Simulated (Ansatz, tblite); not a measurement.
# Ga4Sb4 wurtzite atom sphere (Ga₄Sb₄H₁₄): charged states by level of theory

What does removing or adding an electron cost or gain for Ga4Sb4 wurtzite atom sphere (Ga₄Sb₄H₁₄)? Each charged state is run at several levels.

Method: as each input shows; program: Ansatz 0.2.0, Gaussian basis.

The runs, in order: charge +1 doublet, at the geometry of the singlet (PBE0-D4/def2-TZVP, PBE-D4/def2-TZVP, ωB97M-V/def2-TZVP); charge -1 doublet, at the geometry of the singlet (PBE0-D4/def2-TZVP, PBE-D4/def2-TZVP, ωB97M-V/def2-TZVP); the starting singlet's energies come from earlier runs.

3 further runs of the same task are left out: 3 set aside as unsound or not needed.

## (1) The relaxed structure

The geometry is that of the singlet, from an earlier relaxation (PBE-D4/def2-SVP).

22 atoms, charge 0, spin multiplicity 1.

Atoms are counted from 1 here; the program's logs count them from 0.

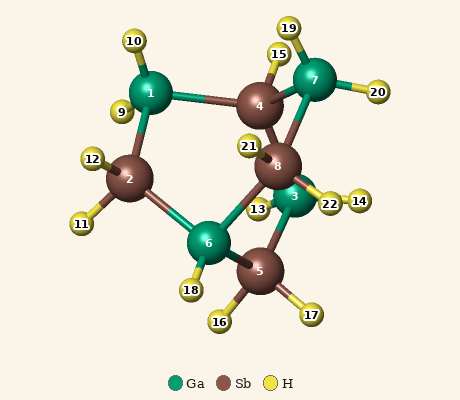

The geometry (gallium teal, antimony brown, hydrogen yellow); atoms are numbered from 1 in the order of the file.

Geometry (Å):

```mol
Ga4H14Sb4
  3D, bonds by distance, orders not assigned

 22 23  0  0  0  0  0  0  0  0999 V2000
   -2.2730   -1.3105   -1.5488 Ga  0  0
   -2.0495   -1.1881    1.1981 Sb  0  0
    2.2644   -1.3149   -1.5551 Ga  0  0
   -0.0038   -0.0057   -2.1174 Sb  0  0
    2.0534   -1.1864    1.1925 Sb  0  0
    0.0034    0.0036    2.4394 Ga  0  0
   -0.0010    2.6146   -1.5618 Ga  0  0
   -0.0014    2.3710    1.1861 Sb  0  0
   -2.1485   -2.8547   -1.8493 H   0  0
   -3.5440   -0.4192   -1.8334 H   0  0
   -2.1654   -2.7229    1.9581 H   0  0
   -3.4391   -0.5202    1.9531 H   0  0
    2.1329   -2.8604   -1.8460 H   0  0
    3.5365   -0.4296   -1.8529 H   0  0
   -0.0055   -0.0109   -3.8374 H   0  0
    2.1640   -2.7241    1.9479 H   0  0
    3.4466   -0.5262    1.9476 H   0  0
    0.0052    0.0091    4.0156 H   0  0
   -1.4039    3.2742   -1.8574 H   0  0
    1.4032    3.2718   -1.8570 H   0  0
   -1.2758    3.2400    1.9396 H   0  0
    1.2686    3.2459    1.9403 H   0  0
  1  2  8  0
  1  4  8  0
  1  9  8  0
  1 10  8  0
  2  6  8  0
  2 11  8  0
  2 12  8  0
  3  4  8  0
  3  5  8  0
  3 13  8  0
  3 14  8  0
  4  7  8  0
  4 15  8  0
  5  6  8  0
  5 16  8  0
  5 17  8  0
  6  8  8  0
  6 18  8  0
  7  8  8  0
  7 19  8  0
  7 20  8  0
  8 21  8  0
  8 22  8  0
M  END
```

Sb takes a core potential in the def2 sets. No spin-orbit coupling is included.

## (2) Charge +1 doublet at the fixed geometry, PBE0-D4/def2-TZVP

in.yaml

```yaml
crystal:
  periodic: [false, false, false]
  atoms:
    - {symbol: Ga, position_ang: [-2.273023, -1.310541, -1.548811]}
    - {symbol: Sb, position_ang: [-2.049473, -1.188052, 1.198120]}
    - {symbol: Ga, position_ang: [2.264444, -1.314890, -1.555105]}
    - {symbol: Sb, position_ang: [-0.003754, -0.005701, -2.117430]}
    - {symbol: Sb, position_ang: [2.053445, -1.186410, 1.192470]}
    - {symbol: Ga, position_ang: [0.003409, 0.003624, 2.439399]}
    - {symbol: Ga, position_ang: [-0.000978, 2.614617, -1.561828]}
    - {symbol: Sb, position_ang: [-0.001371, 2.370967, 1.186139]}
    - {symbol: H, position_ang: [-2.148476, -2.854677, -1.849266]}
    - {symbol: H, position_ang: [-3.543985, -0.419158, -1.833440]}
    - {symbol: H, position_ang: [-2.165356, -2.722946, 1.958119]}
    - {symbol: H, position_ang: [-3.439107, -0.520236, 1.953078]}
    - {symbol: H, position_ang: [2.132947, -2.860357, -1.845979]}
    - {symbol: H, position_ang: [3.536472, -0.429573, -1.852917]}
    - {symbol: H, position_ang: [-0.005534, -0.010892, -3.837436]}
    - {symbol: H, position_ang: [2.164012, -2.724056, 1.947891]}
    - {symbol: H, position_ang: [3.446644, -0.526186, 1.947561]}
    - {symbol: H, position_ang: [0.005166, 0.009075, 4.015572]}
    - {symbol: H, position_ang: [-1.403875, 3.274183, -1.857406]}
    - {symbol: H, position_ang: [1.403175, 3.271765, -1.856957]}
    - {symbol: H, position_ang: [-1.275784, 3.239952, 1.939594]}
    - {symbol: H, position_ang: [1.268601, 3.245894, 1.940328]}
basis:
  gaussian: {orbitals: def2-TZVP, fitting: {mean_field: def2-universal-jkfit}}
total_charge: 1
magnetization: {spin_polarized: true, initial_magnetization: 1}
hamiltonian: {xc: pbe0, dispersion: d4}
scf: {omitted_lower_state_checks: [starts]}
output: {orbitals: {seedname: orbitals}}
```

Launch:

```console
> ansatz run in.yaml --threads 2 --pin off --events-out ev --progress --plain --max-ram 20480MiB --backend cuda --devices 0, --max-vram 18GiB
```

Standard output:

```text
Functional definition: PBE0
  name "PBE0"
  cite "Adamo & Barone, J. Chem. Phys. 110, 6158 (1999) doi:10.1063/1.478522"
  cite "Perdew, Burke & Ernzerhof, Phys. Rev. Lett. 77, 3865 (1996) doi:10.1103/PhysRevLett.77.3865"
  parent pbe
  parameter a = 0.25
  parameter kappa = 0.804
  parameter beta = 0.06672455060314922
  exchange = (1 - a)*pbe_x(kappa = kappa, mu = beta*pi^2/3) + a*exact_x
  correlation = pbe_c(beta = beta)
these checks for a lower state are left out or cut short: starts
2188 factors; integrals over basis functions are off by at most 6.9e-1 eV
mean field evaluation 1: about -235855.4402 eV, gradient 2.9e1 eV
mean field evaluation 2: about -235852.3028 eV, gradient 4.0e1 eV
mean field evaluation 4: about -235857.0707 eV, gradient 1.0e1 eV
mean field evaluation 8: about -235857.9600 eV, gradient 3.9e-1 eV
mean field evaluation 16: about -235857.9730 eV, gradient 2.7e-2 eV
mean field evaluation 32: about -235857.9733 eV, gradient 6.5e-4 eV
mean field -235857.97335358 eV, -8667.6206504678 hartree, gradient 7.0e-6 eV, S^2 0.756619; 0 other end points of the search recorded, 0 dependent functions left out
reference -235857.97342048 eV, -8667.6206529262 hartree; 115, 114 occupied and 361, 362 virtual orbitals, 2188 factors
Total energy: -235859.06914540 eV, -8667.6609200744 hartree
Checks for a lower state left out: starts
```

Run time: 34 s. Hardware: 1 × H100 (card shared with other runs) with 2 threads of AMD EPYC 7R13, shared host; peak host memory 1.1 GiB.

Report: HOMO -10.58 eV, LUMO -9.60 eV (over both spins); ⟨S²⟩ 0.757 (pure: 0.75).

## (3) Charge +1 doublet at the fixed geometry, PBE-D4/def2-TZVP

start.molden holds the orbitals of an earlier run on this state, given as this run's starting guess.

in.yaml: that of step 2 with these lines changed.

```diff
@@ -26,6 +26,6 @@
 basis:
-  gaussian: {orbitals: def2-TZVP, fitting: {mean_field: def2-universal-jkfit}}
+  gaussian: {orbitals: def2-TZVP, fitting: {mean_field: def2-universal-jkfit}, initial_orbitals: start.molden}
 total_charge: 1
 magnetization: {spin_polarized: true, initial_magnetization: 1}
-hamiltonian: {xc: pbe0, dispersion: d4}
+hamiltonian: {xc: pbe, dispersion: d4}
 scf: {omitted_lower_state_checks: [starts]}
```

The command is unchanged.

Standard output:

```text
Functional definition: PBE
  name "PBE"
  cite "Perdew, Burke & Ernzerhof, Phys. Rev. Lett. 77, 3865 (1996) doi:10.1103/PhysRevLett.77.3865"
  parent pbe
  parameter kappa = 0.804
  parameter beta = 0.06672455060314922
  exchange = pbe_x(kappa = kappa, mu = beta*pi^2/3)
  correlation = pbe_c(beta = beta)
these checks for a lower state are left out or cut short: starts
2188 factors; integrals over basis functions are off by at most 6.9e-1 eV
mean field evaluation 1: about -235851.7235 eV, gradient 1.3e1 eV
mean field evaluation 2: about -235852.1458 eV, gradient 5.3e-1 eV
mean field evaluation 4: about -235852.1763 eV, gradient 2.9e-1 eV
mean field evaluation 8: about -235852.1784 eV, gradient 1.5e-2 eV
mean field evaluation 16: about -235852.1786 eV, gradient 6.8e-5 eV
mean field -235852.17855714 eV, -8667.4076956264 hartree, gradient 2.8e-6 eV, S^2 0.752029; 0 other end points of the search recorded, 0 dependent functions left out
reference -235852.17864597 eV, -8667.4076988908 hartree; 115, 114 occupied and 361, 362 virtual orbitals, 2188 factors
Total energy: -235853.39321519 eV, -8667.4523334863 hartree
Checks for a lower state left out: starts
```

Run time: 12 s. Hardware: 1 × H100 (card shared with other runs) with 2 threads of AMD EPYC 7R13, shared host; peak host memory 1.1 GiB.

From the report: HOMO -9.69 eV, LUMO -9.79 eV (over both spins; with the spin held, an empty level of the minority spin lies below the top filled one); ⟨S²⟩ 0.752 (pure: 0.75).

## (4) Charge +1 doublet at the fixed geometry, ωB97M-V/def2-TZVP

in.yaml: that of step 3 with these lines changed.

```diff
@@ -29,3 +29,3 @@
 magnetization: {spin_polarized: true, initial_magnetization: 1}
-hamiltonian: {xc: pbe, dispersion: d4}
+hamiltonian: {xc: {name: wB97M-V}}
 scf: {omitted_lower_state_checks: [starts]}
```

Same command.

Standard output, shortened:

```text
Functional definition: wB97M-V
  name "wB97M-V"
  cite "Mardirossian & Head-Gordon, J. Chem. Phys. 144, 214110 (2016) doi:10.1063/1.4952647"
  cite "Becke, J. Chem. Phys. 107, 8554 (1997) doi:10.1063/1.475007"
  cite "Vydrov & Van Voorhis, J. Chem. Phys. 133, 244103 (2010) doi:10.1063/1.3521275"
  # Of w^i u^j: cxij and so on, Table III.
[...]
  gx(w, u) = 1 - cx + cx01*u + cx10*w
  gss(w, u) = css00 + css04*u^4 + css10*w + css20*w^2 + css43*w^4*u^3
  gos(w, u) = cos00 + cos10*w + (cos20 + cos21*u)*w^2 + (cos60 + cos61*u)*w^6
[...]
      + integral(e_c_pw_mod_opposite_spin*gos(b97_w_opposite, b97_u_opposite)) + vv10(b, c)
[...]
2188 factors; integrals over basis functions are off by at most 6.9e-1 eV
2188 factors; integrals over basis functions are off by at most 9.7e-7 eV
[...]
mean field -235867.99621376 eV, -8667.9889837856 hartree, gradient 3.9e-6 eV, S^2 0.755636; 0 other end points of the search recorded, 0 dependent functions left out
reference -235867.99632131 eV, -8667.9889877382 hartree; 115, 114 occupied and 361, 362 virtual orbitals, 2188 factors
Total energy: -235867.99632131 eV, -8667.9889877382 hartree
Checks for a lower state left out: starts
```

It took 65 s on 1 × H100 (card shared with other runs) with 2 threads of AMD EPYC 7R13, shared host; peak host memory 1.7 GiB.

HOMO -12.43 eV, LUMO -8.04 eV (over both spins); ⟨S²⟩ 0.756 (pure: 0.75).

## (5) Vertical ionisation energy

Charged state less starting state, singlet to doublet; the starting state's energies are those of its earlier runs.

| level | vertical ionisation energy (eV) | time |
| --- | --- | --- |
| PBE-D4/def2-TZVP | +8.04 | 15 s |
| PBE0-D4/def2-TZVP | +8.38 | 38 s |
| ωB97M-V/def2-TZVP | +8.51 | 74 s |

Times add the two runs; a level without a time comes out of a correlated run.

Beside −ε(HOMO) of the starting state:

| level | −ε(HOMO) (eV) | by difference (eV) | mismatch (eV) |
| --- | --- | --- | --- |
| PBE-D4/def2-TZVP | 6.10 | 8.04 | -1.93 |
| PBE0-D4/def2-TZVP | 7.04 | 8.38 | -1.34 |
| ωB97M-V/def2-TZVP | 8.93 | 8.51 | +0.42 |

## (6) Charge -1 doublet at the fixed geometry, PBE0-D4/def2-TZVP

in.yaml: that of step 4 with these lines changed.

```diff
@@ -26,6 +26,6 @@
 basis:
-  gaussian: {orbitals: def2-TZVP, fitting: {mean_field: def2-universal-jkfit}, initial_orbitals: start.molden}
-total_charge: 1
+  gaussian: {orbitals: def2-TZVP, fitting: {mean_field: def2-universal-jkfit}}
+total_charge: -1
 magnetization: {spin_polarized: true, initial_magnetization: 1}
-hamiltonian: {xc: {name: wB97M-V}}
+hamiltonian: {xc: pbe0, dispersion: d4}
 scf: {omitted_lower_state_checks: [starts]}
```

The command is unchanged.

Standard output, shortened:

```text
Functional definition: PBE0
  name "PBE0"
  cite "Adamo & Barone, J. Chem. Phys. 110, 6158 (1999) doi:10.1063/1.478522"
  cite "Perdew, Burke & Ernzerhof, Phys. Rev. Lett. 77, 3865 (1996) doi:10.1103/PhysRevLett.77.3865"
  parent pbe
[...]
2188 factors; integrals over basis functions are off by at most 6.9e-1 eV
[...]
mean field -235866.68449458 eV, -8667.9407789950 hartree, gradient 5.7e-6 eV, S^2 0.753748; 0 other end points of the search recorded, 0 dependent functions left out
reference -235866.68456195 eV, -8667.9407814705 hartree; 116, 115 occupied and 360, 361 virtual orbitals, 2188 factors
Total energy: -235867.89280345 eV, -8667.9851835268 hartree
Checks for a lower state left out: starts
```

Wall time 30 s (1 × H100 (card shared with other runs) with 2 threads of AMD EPYC 7R13, shared host); peak host memory 1.1 GiB.

From the report: HOMO 0.77 eV, LUMO 1.80 eV (over both spins); ⟨S²⟩ 0.754 (pure: 0.75). Doubts: highest occupied level lies above zero.

## (7) Charge -1 doublet at the fixed geometry, PBE-D4/def2-TZVP

in.yaml: that of step 6 with these lines changed.

```diff
@@ -26,6 +26,6 @@
 basis:
-  gaussian: {orbitals: def2-TZVP, fitting: {mean_field: def2-universal-jkfit}}
+  gaussian: {orbitals: def2-TZVP, fitting: {mean_field: def2-universal-jkfit}, initial_orbitals: start.molden}
 total_charge: -1
 magnetization: {spin_polarized: true, initial_magnetization: 1}
-hamiltonian: {xc: pbe0, dispersion: d4}
+hamiltonian: {xc: pbe, dispersion: d4}
 scf: {omitted_lower_state_checks: [starts]}
```

The command is unchanged.

Standard output:

```text
Functional definition: PBE
  name "PBE"
  cite "Perdew, Burke & Ernzerhof, Phys. Rev. Lett. 77, 3865 (1996) doi:10.1103/PhysRevLett.77.3865"
  parent pbe
  parameter kappa = 0.804
  parameter beta = 0.06672455060314922
  exchange = pbe_x(kappa = kappa, mu = beta*pi^2/3)
  correlation = pbe_c(beta = beta)
these checks for a lower state are left out or cut short: starts
2188 factors; integrals over basis functions are off by at most 6.9e-1 eV
mean field evaluation 1: about -235860.2838 eV, gradient 1.3e1 eV
mean field evaluation 2: about -235860.6917 eV, gradient 5.1e-1 eV
mean field evaluation 4: about -235860.7066 eV, gradient 1.5e-1 eV
mean field evaluation 8: about -235860.7093 eV, gradient 1.1e-3 eV
mean field evaluation 16: about -235860.7093 eV, gradient 2.1e-6 eV
mean field -235860.70932741 eV, -8667.7211956517 hartree, gradient 2.1e-6 eV, S^2 0.751507; 0 other end points of the search recorded, 0 dependent functions left out
reference -235860.70941789 eV, -8667.7211989767 hartree; 116, 115 occupied and 360, 361 virtual orbitals, 2188 factors
Total energy: -235862.04904207 eV, -8667.7704292571 hartree
Checks for a lower state left out: starts
```

Run time: 13 s. Hardware: 1 × H100 (card shared with other runs) with 2 threads of AMD EPYC 7R13, shared host; peak host memory 1.1 GiB.

From the report: HOMO 1.08 eV, LUMO 1.15 eV (over both spins); ⟨S²⟩ 0.752 (pure: 0.75). Doubts: highest occupied level lies above zero.

## (8) Charge -1 doublet at the fixed geometry, ωB97M-V/def2-TZVP

in.yaml: that of step 7 with these lines changed.

```diff
@@ -29,3 +29,3 @@
 magnetization: {spin_polarized: true, initial_magnetization: 1}
-hamiltonian: {xc: pbe, dispersion: d4}
+hamiltonian: {xc: {name: wB97M-V}}
 scf: {omitted_lower_state_checks: [starts]}
```

The command is unchanged.

Standard output, shortened:

```text
Functional definition: wB97M-V
  name "wB97M-V"
  cite "Mardirossian & Head-Gordon, J. Chem. Phys. 144, 214110 (2016) doi:10.1063/1.4952647"
  cite "Becke, J. Chem. Phys. 107, 8554 (1997) doi:10.1063/1.475007"
  cite "Vydrov & Van Voorhis, J. Chem. Phys. 133, 244103 (2010) doi:10.1063/1.3521275"
  # Of w^i u^j: cxij and so on, Table III.
[...]
  gx(w, u) = 1 - cx + cx01*u + cx10*w
  gss(w, u) = css00 + css04*u^4 + css10*w + css20*w^2 + css43*w^4*u^3
  gos(w, u) = cos00 + cos10*w + (cos20 + cos21*u)*w^2 + (cos60 + cos61*u)*w^6
[...]
      + integral(e_c_pw_mod_opposite_spin*gos(b97_w_opposite, b97_u_opposite)) + vv10(b, c)
[...]
2188 factors; integrals over basis functions are off by at most 6.9e-1 eV
2188 factors; integrals over basis functions are off by at most 9.7e-7 eV
[...]
mean field -235876.62576846 eV, -8668.3061140716 hartree, gradient 4.2e-6 eV, S^2 0.756238; 0 other end points of the search recorded, 0 dependent functions left out
reference -235876.62587325 eV, -8668.3061179226 hartree; 116, 115 occupied and 360, 361 virtual orbitals, 2188 factors
Total energy: -235876.62587325 eV, -8668.3061179226 hartree
Checks for a lower state left out: starts
```

It took 56 s on 1 × H100 (card shared with other runs) with 2 threads of AMD EPYC 7R13, shared host; peak host memory 1.7 GiB.

From the report: HOMO -0.38 eV, LUMO 3.35 eV (over both spins); ⟨S²⟩ 0.756 (pure: 0.75).

## (9) Vertical electron affinity

Starting state less charged state (positive: the electron is bound), singlet to doublet; the starting state's energies are those of its earlier runs.

| level | vertical electron affinity (eV) | time |
| --- | --- | --- |
| PBE-D4/def2-TZVP | +0.62 | 16 s |
| PBE0-D4/def2-TZVP | +0.45 | 34 s |
| ωB97M-V/def2-TZVP | +0.12 | 65 s |

Times add the two runs; a level without a time comes out of a correlated run.

Beside −ε(LUMO) of the starting state:

| level | −ε(LUMO) (eV) | by difference (eV) | mismatch (eV) |
| --- | --- | --- | --- |
| PBE-D4/def2-TZVP | 2.22 | 0.62 | +1.60 |
| PBE0-D4/def2-TZVP | 1.53 | 0.45 | +1.08 |
| ωB97M-V/def2-TZVP | -0.10 | 0.12 | -0.22 |

## (10) Results

| quantity | value |
| --- | --- |
| vertical ionisation energy, functionals in def2-TZVP | 8.04 (PBE-D4) to 8.51 eV (ωB97M-V) |
| vertical electron affinity, functionals in def2-TZVP | 0.12 (ωB97M-V) to 0.62 eV (PBE-D4) |

In words: The vertical ionisation energy spans 8.04 to 8.51 eV over the functionals. −ε(HOMO) misses the level's own difference by +0.42 eV at best (ωB97M-V) and -1.93 eV at worst (PBE-D4). The vertical electron affinity spans 0.12 to 0.62 eV over the functionals. The anion's highest level lies above zero where self-interaction lifts it, so diffuse functions weigh on these values. −ε(LUMO) misses the level's own difference by -0.22 eV at best (ωB97M-V) and +1.60 eV at worst (PBE-D4).
